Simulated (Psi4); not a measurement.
**SiH2S2 (SMILES S[Si]S), run twice**

Aim: the energy of SiH2S2 at MN15/cc-pVTZ-DK (DKH3, density fitting, C-PCM cyclohexane).

The calculation is run with Psi4 1.11.

2 further runs of the same task are left out: 2 set aside as unsound or not needed.

### 1 Starting point

SiH2S2: 5 atoms, total charge 0, spin state singlet. As SMILES, `S[Si]S`. Geometry: relaxed at PBE0-D4/def2-TZVP. This is one conformer, not always the lowest.

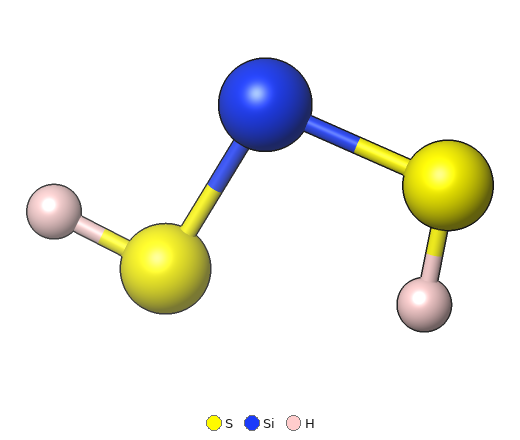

The structure, seen from a chosen angle (sulfur yellow, silicon blue, hydrogen pink).

### 2 The input as first written

Contents of job.in:

```
memory 1600 MB

molecule geom {
  S     -1.21074753    -1.93470161    -1.02271978
  Si    -1.23814856     1.83095564     0.44937687
  S      2.69569432     2.11139100     1.38743692
  H     -3.69384766    -1.96947257    -1.55921303
  H      3.54153573    -0.17744528     0.66688435
  units bohr
  symmetry c3v
}

set {
  basis cc-pVTZ-DK
  reference rks
  scf_type df
  relativistic dkh
  dkh_order 3
  pcm true
}

pcm = {
  Units = Angstrom
  Medium {
    SolverType = CPCM
    Solvent = Cyclohexane
  }
  Cavity {
    Type = GePol
    RadiiSet = UFF
    Scaling = False
    Area = 0.3
    Mode = Implicit
  }
}

E, wfn = energy('mn15', return_wfn=True)
print_variables()
```

The run is started by

```console
$ psi4 job.in job.out -n 1
```

job.out:

```text
Psi4 1.11 release

RuntimeError:
Fatal Error: PointGroup: Unknown point group name provided.

Printing out the relevant lines from the Psithon --> Python processed input file:
    from psi4.driver.wrapper_database import database, db, DB_RGT, DB_RXN
    from psi4.driver.wrapper_autofrag import auto_fragments
    psi4_io = core.IOManager.shared_object()
    core.set_memory_bytes(1600000000)

--> geom = geometry("""
      S     -1.21074753    -1.93470161    -1.02271978
      Si    -1.23814856     1.83095564     0.44937687
      S      2.69569432     2.11139100     1.38743692
      H     -3.69384766    -1.96947257    -1.55921303
      H      3.54153573    -0.17744528     0.66688435

!----------------------------------------------------------------------------------!
!                                                                                  !
! Fatal Error: PointGroup: Unknown point group name provided.                      !
!                                                                                  !
!----------------------------------------------------------------------------------!

    Psi4 run time: 0:00:00.03
```

It took 2.3 s on 1 thread of AMD EPYC, shared host; peak memory 0.13 GiB.

### 3 Diagnosis

The program stopped with an error.

The log says `Fatal Error: PointGroup: Unknown point group name provided.`. Cause: the input holds a word that the program doesn't know. To mend it: symmetry c1 in place of c3v.

### 4 The mended input

Contents of calc.inp:

```
memory 1600 mb

molecule system {
  0 1
  S     -1.21074753    -1.93470161    -1.02271978
  Si    -1.23814856     1.83095564     0.44937687
  S      2.69569432     2.11139100     1.38743692
  H     -3.69384766    -1.96947257    -1.55921303
  H      3.54153573    -0.17744528     0.66688435
  units au
  symmetry c1
}

set {
  basis cc-pVTZ-DK
  reference rks
  scf_type df
  relativistic dkh
  dkh_order 3
  pcm true
}

pcm = {
  Units = Angstrom
  Medium {
    SolverType = CPCM
    Solvent = Cyclohexane
  }
  Cavity {
    Type = GePol
    RadiiSet = UFF
    Scaling = False
    Area = 0.3
    Mode = Implicit
  }
}

energy_value, wavefunction = energy("mn15", return_wfn=True)
```

The run is started by

```console
$ psi4 -n 1 calc.inp calc.out
```

calc.out:

```text
[...]
  Running in c1 symmetry.
[...]
  Nuclear repulsion =  175.698373813974484
[...]
  Multiplicity = 1
[...]
  Nalpha       = 24
  Nbeta        = 24
[...]
    Number of basis functions: 130
[...]
   @DF-RKS iter   1: -1089.89781775110509   -2.63534e-01   3.77605e-03 ADIIS/DIIS
[...]
   @DF-RKS iter   8: -1089.99670475758876   -2.15775e-08   3.22663e-07 DIIS
[...]
    Orbital Energies [Eh]
    ---------------------
    Doubly Occupied:
       1A    -88.255619     2A    -88.252158     3A    -65.570184
       4A     -7.775327     5A     -7.771865     6A     -5.920379
       7A     -5.917198     8A     -5.914405     9A     -5.911629
      10A     -5.910602    11A     -5.908221    12A     -5.223367
      13A     -3.723226    14A     -3.718568    15A     -3.714085
      16A     -0.793910    17A     -0.759747    18A     -0.520396
      19A     -0.470287    20A     -0.414625    21A     -0.355964
      22A     -0.347476    23A     -0.305070    24A     -0.277884
[...]
  @DF-RKS Final Energy: -1089.99670475758876
   => Energetics <=
    Nuclear Repulsion Energy =            175.6983738139744844
    One-Electron Energy =               -1856.1305365751500176
    Two-Electron Energy =                 632.3791138115216199
    DFT Exchange-Correlation Energy =     -41.9411156737679462
    Empirical Dispersion Energy =           0.0000000000000000
    VV10 Nonlocal Energy =                  0.0000000000000000
    PCM Polarization Energy =              -0.0025401341669578
    Total Energy =                      -1089.9967047575887591
[...]
 Multipole Moments:
 ------------------------------------------------------------------------------------
     Multipole            Electronic (a.u.)      Nuclear  (a.u.)        Total (a.u.)
 ------------------------------------------------------------------------------------
 L = 1.  Multiply by 2.5417464519 to convert [e a0] to [Debye]
 Dipole X            :         -0.1972801           -0.2084042           -0.4056843
 Dipole Y            :          1.3968534           -1.6423088           -0.2454554
 Dipole Z            :          0.5068540           -0.6886525           -0.1817984
 Magnitude           :                                                    0.5078177
[...]
```

Wall time 70 s (1 thread of AMD EPYC, shared host); peak memory 1.3 GiB.

### 5 Outcome

Level: MN15/cc-pVTZ-DK (DKH3, density fitting, C-PCM cyclohexane).

| quantity | value |
| --- | --- |
| total energy | -1089.99670 Eh |
| dipole moment | 1.29 D |
| HOMO energy | -7.56 eV |
| LUMO energy | -1.57 eV |
| HOMO–LUMO gap | 5.99 eV |
| solvent term in the energy | -6.7 kJ/mol |
